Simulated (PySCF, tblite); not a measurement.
# C₄H₃Cl₃FO radical: geometry, infrared bands and EPR parameters

Aim: predict the infrared bands and EPR parameters of C₄H₃Cl₃FO radical (`O/[C]=C(/CF)C(Cl)(Cl)Cl`).

The runs use tblite 0.8.0 and PySCF 2.14.0, with density-fitted response routines of our own; the level of theory stands in each step. All values are computed, except where a source is named. Atoms are numbered from 0 throughout.

## 1. The molecule as given

12 atoms, charge 0, multiplicity 2; geometry from: force field or distance geometry start.

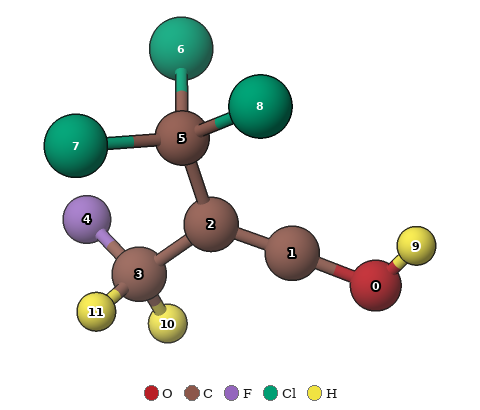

As it starts; oxygen red, carbon brown, fluorine purple, chlorine teal, hydrogen yellow, atoms numbered; sticks join atoms by distance.

## 2. Relaxing the molecule with GFN2-xTB

The job: settings as JSON, then the geometry in Å.

```
{"job": {"kind": "relax", "xc": "GFN2-xTB", "basis": "xTB"}, "charge": 0, "multiplicity": 2}
O      2.219500    -1.610400     0.042600
C      1.111000    -0.855000     0.024300
C      0.028200    -0.151700     0.029500
C     -1.292100    -0.811700    -0.274400
F     -2.024800    -0.104200    -1.151200
C     -0.021600     1.350900     0.219000
Cl    -0.000500     2.188100    -1.366600
Cl    -1.429400     1.895300     1.180100
Cl     1.444200     1.922100     1.138400
H      3.006200    -1.066900     0.183600
H     -1.150400    -1.817500    -0.698900
H     -1.889000    -0.939800     0.647600
```

The run is started by

```sh
OMP_NUM_THREADS=1 python probes_run.py task.json out
```

One launch serves the whole session: the jobs run in the order shown.

What it wrote:

```text
step      E/eV     max force
  0    -881.93508    2.506
  1    -882.01363    2.215
  2    -882.04565    0.698
  3    -882.05458    0.244
  4    -882.06278    0.218
  5    -882.06653    0.209
  6    -882.07003    0.198
  7    -882.07309    0.133
  8    -882.07552    0.120
  9    -882.07735    0.128
 10    -882.07902    0.137
 11    -882.08094    0.118
 12    -882.08320    0.153
 13    -882.08591    0.181
 14    -882.08999    0.246
 15    -882.09768    0.383
 16    -882.11127    0.762
 17    -882.12737    0.948
 18    -882.15654    0.522
 19    -882.18039    0.539
 20    -882.21304    0.622
 21    -882.20104    1.181
 22    -882.25032    0.540
 23    -882.26535    0.360
 24    -882.28900    0.322
 25    -882.29923    0.317
 26    -882.32027    0.463
 27    -882.33098    0.350
 28    -882.33835    0.216
 29    -882.34129    0.180
 30    -882.34387    0.129
 31    -882.34595    0.135
 32    -882.34779    0.116
 33    -882.34919    0.119
 34    -882.35043    0.105
 35    -882.35160    0.103
 36    -882.35263    0.112
 37    -882.35341    0.088
 38    -882.35393    0.053
 39    -882.35425    0.040
 40    -882.35443    0.037
 41    -882.35455    0.033
 42    -882.35466    0.034
 43    -882.35481    0.036
 44    -882.35502    0.039
 45    -882.35526    0.046
 46    -882.35553    0.046
 47    -882.35588    0.051
 48    -882.35632    0.061
 49    -882.35687    0.061
 50    -882.35756    0.076
 51    -882.35854    0.101
 52    -882.35991    0.125
 53    -882.36168    0.138
 54    -882.36368    0.137
 55    -882.36562    0.107
 56    -882.36581    0.337
 57    -882.36924    0.156
 58    -882.37155    0.121
 59    -882.36807    0.652
 60    -882.37677    0.096
 61    -882.37899    0.067
 62    -882.36824    0.728
 63    -882.38099    0.061
 64    -882.38221    0.078
 65    -882.37912    0.515
 66    -882.38483    0.083
 67    -882.38599    0.092
 68    -882.38723    0.286
 69    -882.38905    0.085
 70    -882.39001    0.064
 71    -882.39190    0.075
 72    -882.39235    0.062
 73    -882.39265    0.057
 74    -882.39294    0.045
 75    -882.39330    0.040
 76    -882.39359    0.044
 77    -882.39377    0.044
 78    -882.39388    0.040
 79    -882.39411    0.028
 80    -882.39428    0.033
 81    -882.39445    0.032
 82    -882.39458    0.031
 83    -882.39472    0.042
 84    -882.39491    0.050
 85    -882.39516    0.051
 86    -882.39539    0.038
 87    -882.39551    0.022
 88    -882.39558    0.022
 89    -882.39569    0.025
 90    -882.39584    0.042
 91    -882.39606    0.052
 92    -882.39630    0.046
 93    -882.39654    0.046
 94    -882.39681    0.054
 95    -882.39714    0.056
 96    -882.39755    0.064
 97    -882.39800    0.054
 98    -882.39843    0.052
 99    -882.39880    0.048
100    -882.39914    0.039
101    -882.39946    0.042
102    -882.39972    0.034
103    -882.39982    0.047
104    -882.39994    0.023
105    -882.40001    0.022
106    -882.40006    0.021
107    -882.40010    0.020
108    -882.40015    0.019
109    -882.40024    0.025
110    -882.40038    0.035
111    -882.40056    0.033
112    -882.40070    0.026
113    -882.40078    0.018
114    -882.40081    0.015
115    -882.40084    0.013
116    -882.40087    0.008
```

Wall time 1.1 s (1 thread of Arm Neoverse V1, shared host); peak memory 0.18 GiB.

Step by step: (not every step is listed)

```
step  energy from step 0 (eV)  largest force (eV/Å)
   0                   0.0000                2.5056
   1                  -0.0786                2.2149
   2                  -0.1106                0.6983
   3                  -0.1195                0.2439
   4                  -0.1277                0.2179
   5                  -0.1314                0.2093
   6                  -0.1350                0.1980
   7                  -0.1380                0.1325
   8                  -0.1404                0.1202
  18                  -0.2215                0.5218
  28                  -0.4033                0.2159
  38                  -0.4189                0.0526
  48                  -0.4212                0.0610
  58                  -0.4365                0.1213
  68                  -0.4522                0.2861
  78                  -0.4588                0.0399
  88                  -0.4605                0.0225
  98                  -0.4633                0.0518
 108                  -0.4651                0.0194
 111                  -0.4655                0.0331
 112                  -0.4656                0.0256
 113                  -0.4657                0.0184
 114                  -0.4657                0.0149
 115                  -0.4658                0.0130
 116                  -0.4658                0.0084
```

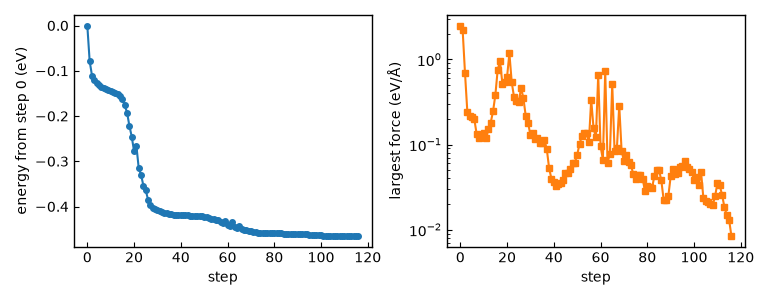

Energy and force, step by step.

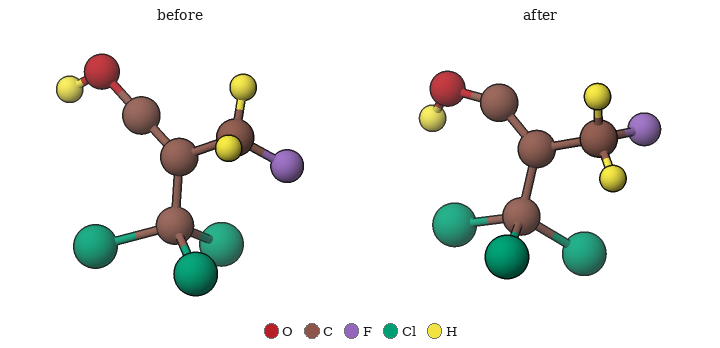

The geometry before (left) and after (right).

Close pairs (by a distance rule), those that changed most:

```
  bond  before (Å)  after (Å)  change (Å)
 O0–C1       1.342      1.284      -0.057
C5–Cl8       1.822      1.774      -0.048
 C3–F4       1.344      1.376      +0.032
 C1–C2       1.291      1.312      +0.021
 O0–H9       0.967      0.981      +0.015
C3–H11       1.106      1.093      -0.012
C3–H10       1.101      1.092      -0.009
C5–Cl6       1.793      1.787      -0.006
```

The next job starts from the end point, and lists it.

## 3. Harmonic vibrations with GFN2-xTB

The job: settings as JSON, then the geometry in Å.

```
{"job": {"kind": "ir", "xc": "GFN2-xTB", "basis": "xTB"}, "charge": 0, "multiplicity": 2}
O      2.245284    -1.269680     0.324962
C      0.986572    -1.171078     0.088683
C     -0.000668    -0.312012    -0.009581
C     -1.374343    -0.746768    -0.456008
F     -1.504363    -0.636837    -1.821353
C      0.118929     1.159078     0.349855
Cl    -0.578114     2.182835    -0.938072
Cl    -0.769425     1.494950     1.873759
Cl     1.802340     1.667270     0.587567
H      2.767831    -0.447884     0.202925
H     -1.537234    -1.799275    -0.213348
H     -2.155612    -0.121286    -0.015416
```

What it wrote:

```text
mode    cm-1     km/mol
  1      28.5      0.29
  2      59.9      3.06
  3     119.5      2.08
  4     173.0      5.66
  5     184.4      4.98
  6     208.5      7.40
  7     242.6      6.65
  8     258.0     25.36
  9     281.8     10.47
 10     317.4     21.20
 11     339.6      3.92
 12     427.1     86.65
 13     452.8     12.21
 14     479.0     21.39
 15     574.6     12.34
 16     655.5     20.77
 17     697.8     29.30
 18     829.6     93.64
 19     930.4     23.05
 20    1004.4     95.51
 21    1064.3     67.99
 22    1119.5    197.43
 23    1203.2      1.32
 24    1257.7     53.26
 25    1301.4      5.31
 26    1422.5      7.05
 27    1760.1    358.35
 28    2959.1     17.32
 29    2973.8     12.32
 30    3140.2     53.44
```

It took 0.54 s on 1 thread of Arm Neoverse V1, shared host; peak memory 0.18 GiB.

Which atoms move in the most intense modes:

```
cm⁻¹  km/mol                                atoms
 427    86.7            H9 37 %, C1 31 %, O0 19 %
 830    93.6                     C5 62 %, C3 16 %
1004    95.5                     C3 55 %, F4 38 %
1064    68.0            C2 44 %, C3 18 %, H9 12 %
1120   197.4                     H9 63 %, C2 10 %
1258    53.3  C2 32 %, O0 23 %, C1 18 %, H11 17 %
1760   358.4                     C1 61 %, C2 32 %
3140    53.4                              H9 94 %
```

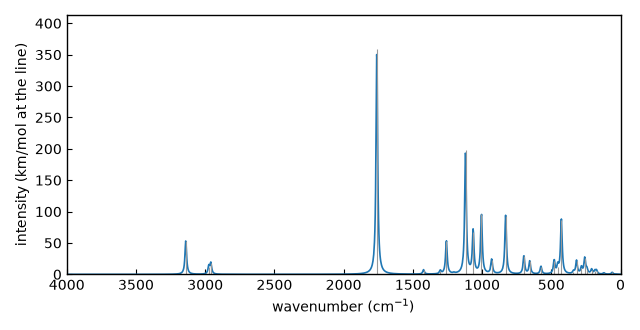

The infrared spectrum from these modes, unscaled. Lines are broadened to a width of 14 cm⁻¹ (Lorentzian).

## 4. EPR parameters: B3LYP/pcH-1

Same as in step 3 but for these lines:

```diff
@@ -1,2 +1,2 @@
-{"job": {"kind": "ir", "xc": "GFN2-xTB", "basis": "xTB"}, "charge": 0, "multiplicity": 2}
+{"job": {"kind": "epr", "basis": "pcH-1"}, "charge": 0, "multiplicity": 2}
 O      2.245284    -1.269680     0.324962
```

Level: UKS B3LYP, pcH-1 on C Cl F H O, non-relativistic, mean-field spin-orbit, GIAO.

What it wrote:

```text
UKS, coarse grid
  cycle   1  E = -1709.62566821  |g| = 6.60e-01
  cycle   2  E = -1709.24212994  |g| = 1.20e+00
  cycle   3  E = -1709.77554034  |g| = 1.55e-01
  cycle   4  E = -1709.78205037  |g| = 1.10e-01
  cycle   5  E = -1709.78750090  |g| = 1.69e-02
  cycle   6  E = -1709.78765219  |g| = 6.19e-03
  cycle   7  E = -1709.78768237  |g| = 2.62e-03
  cycle   8  E = -1709.78768862  |g| = 1.34e-03
  cycle   9  E = -1709.78769222  |g| = 7.98e-04
UKS, final grid
  cycle   1  E = -1709.78762160  |g| = 1.16e-03
  cycle   2  E = -1709.78762074  |g| = 1.98e-03
  cycle   3  E = -1709.78762234  |g| = 1.69e-04
  cycle   4  E = -1709.78762237  |g| = 1.25e-04
  cycle   5  E = -1709.78762241  |g| = 9.64e-05
  cycle   6  E = -1709.78762241  |g| = 1.44e-05
E = -1709.78762241 Eh   <S^2> = 0.7566 (exact 0.7500)
g shifts (ppm)      1          2          3
  rmc          -196       -196       -196
  gc            -44         42         17
  oz_so         -50        -75       1765
  total        -290       -229       1586
hyperfine (MHz)  atom isotope    a_iso     a_fc   dipolar eigenvalues
    0   17O    -153.78    -153.78    -25.11     11.89     13.22
    1   13C     442.61     442.69    -77.37    -59.03    136.39
    2   13C      60.47      60.49    -15.89     -1.46     17.35
    3   13C      27.36      27.36     -3.58     -3.18      6.77
    4   19F     -11.56     -11.49    -11.49      3.30      8.19
    5   13C     111.42     111.38     -5.61     -4.70     10.31
    6  35Cl       4.51       4.38     -4.49     -3.58      8.07
    7  35Cl      -1.03      -1.07     -0.72      0.04      0.68
    8  35Cl       2.55       2.55     -1.48     -0.51      2.00
    9    1H     145.91     145.90     -9.34     -6.39     15.73
   10    1H      -3.15      -3.15     -5.60     -3.02      8.62
   11    1H       6.72       6.73     -2.42     -1.62      4.04
```

It took 1.9 min on 1 thread of Arm Neoverse V1, shared host; peak memory 1.1 GiB.

Principal g values 2.00203, 2.00209, 2.00391; g(iso) = 2.00267, against 2.00232 for a free electron.

Hyperfine couplings; where a row names several nuclei, a(iso) is their mean (it holds for fast rotation or exchange) and the dipolar term the largest among them:

```
       nuclei  isotope  a(iso) (MHz)  a(iso) (G, at g = 2.0023)  largest dipolar term (MHz)
           C1      13C         442.6                      157.9                       136.4
           O0      17O        -153.8                      -54.9                       -25.1
           H9       1H         145.9                       52.1                        15.7
           C5      13C         111.4                       39.8                        10.3
           C2      13C          60.5                       21.6                        17.3
           C3      13C          27.4                        9.8                         6.8
           F4      19F         -11.6                       -4.1                       -11.5
Cl6, Cl7, Cl8     35Cl           2.0                        0.7                         8.1
     H10, H11       1H           1.8                        0.6                         8.6
```

Mulliken spin populations:

```
atom  value (e)
  O0       0.04
  C1       0.93
  C2      -0.12
  C3       0.02
  F4       0.00
  C5       0.05
 Cl6       0.02
 Cl7       0.00
 Cl8       0.00
  H9       0.06
 H10       0.00
 H11       0.00
```

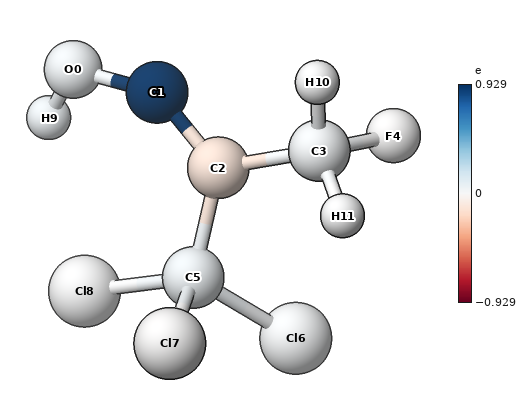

Mulliken spin populations, as colours on the atoms.

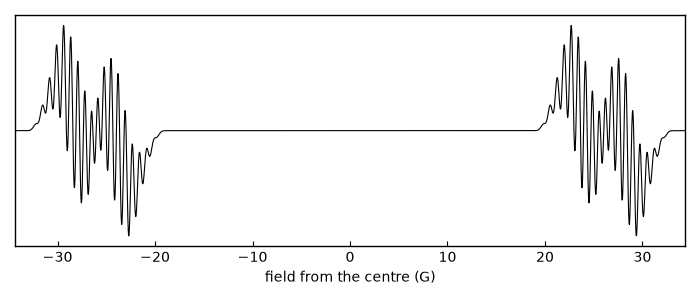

First-order isotropic spectrum (first derivative, main isotopes with spin only, couplings over 0.8 MHz, Gaussian width 0.3 G; couplings of the frozen geometry, rotation of groups not averaged beyond the rows shown).

The fields below are evaluated on a grid from the run's orbitals.

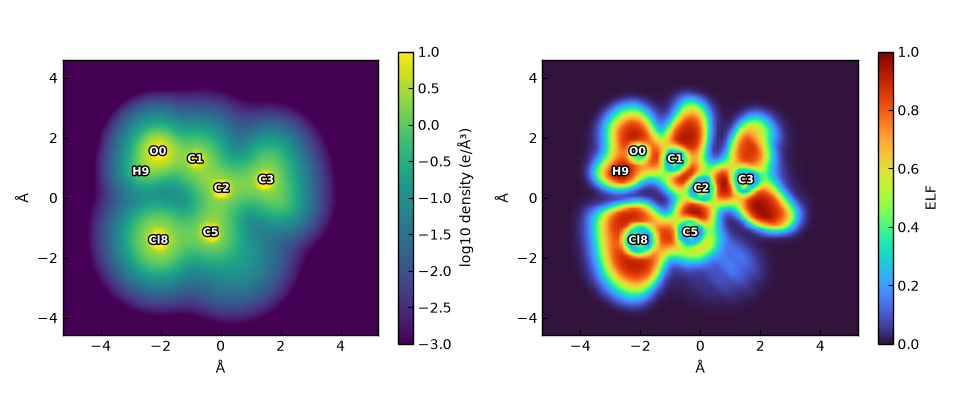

Density (left) and ELF (right) in a plane through or near 7 of the atoms.

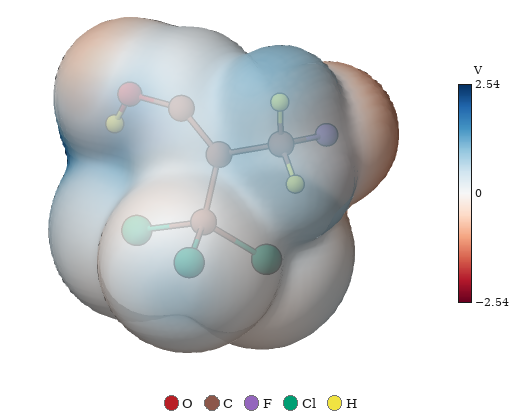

Electrostatic potential on the surface of density 0.002 e/bohr³; red is low, blue high. It runs from -1.09 V near F4 to 2.54 V near H9.

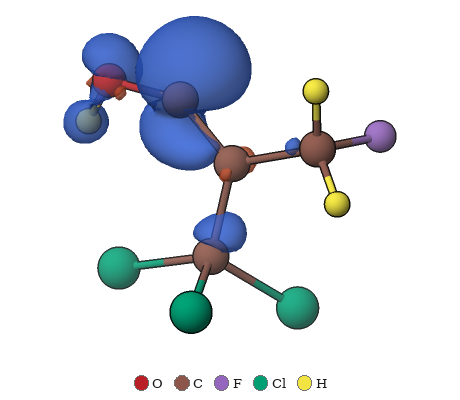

Spin density at ±0.05 e/Å³ (alpha excess blue, beta excess red).

## 5. What came out

```
                                                                  quantity                  value
                                 strongest single infrared mode (GFN2-xTB)  1760 cm⁻¹, 358 km/mol
                                              zero-point energy (GFN2-xTB)          37.8 kcal/mol
                                                            g(iso) (B3LYP)                2.00267
                                                                      ⟨S²⟩     0.757 (exact 0.75)
                                        largest a(iso) (averaged by class)   13C on C1, 442.6 MHz
potential on the surface of density 0.002 e/bohr³, 1st and 99th percentile     -1.09 V and 2.54 V
```

**Reading.** Relaxing lowered the energy by 0.466 eV in 116 steps; the close pair that moved most is O0–C1, from 1.342 to 1.284 Å. No mode is imaginary among the 30: a minimum at this level. The strongest single mode, at 1760 cm⁻¹, moves mainly C1 and C2. Unscaled tight-binding wavenumbers are off by several per cent, some by more. Its intensities can rank the bands wrongly. Most of the unpaired spin sits on C1 (0.93 e). The isotropic g lies 0.4 ppt above the free-electron value. These values are for one conformer; the search (at its own cheap level) found 2 more, at 0.81, 1.97 kcal/mol, and measured spectra average over such forms.
